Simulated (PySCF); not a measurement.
Molecule: C3H10OSn, SMILES C[CH2][SnH2][O]C. Atoms near the plane z = 1.0 Å, at the GFN2-xTB optimised geometry (x, y, z in Å): Sn1 (0.2, 0.3, 0.0), C2 (-0.8, -1.0, 1.4), H6 (1.9, 0.3, 0.0), H7 (-0.2, 2.0, 0.0), H8 (-1.9, -1.0, 1.1), H9 (-0.5, -2.0, 1.2).

Level of theory: PySCF with PBE0/def2-TZVP, def2 effective core potentials past Kr. The core electrons that the potentials of Sn replace are not part of the density. The values are rescaled to run from 0 to 1.

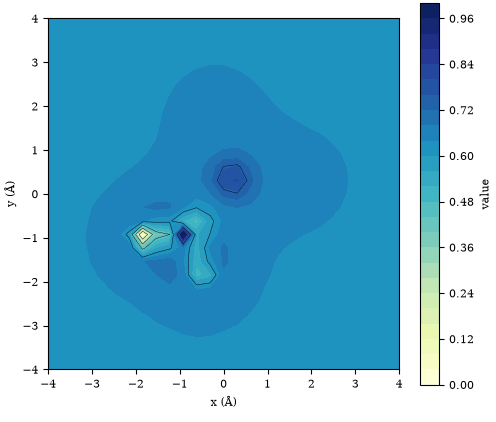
*a field on the plane z = 1.0 Å.*

Task: Which quantity is mapped?
A. Laplacian of the electron density
B. deformation density (molecule minus spherical neutral atoms)
C. electrostatic potential
D. log10 of the electron density

Result: A, Laplacian of the electron density. In full: Laplacian of the electron density (e/bohr⁵), clipped to [-1.50, 1.50].
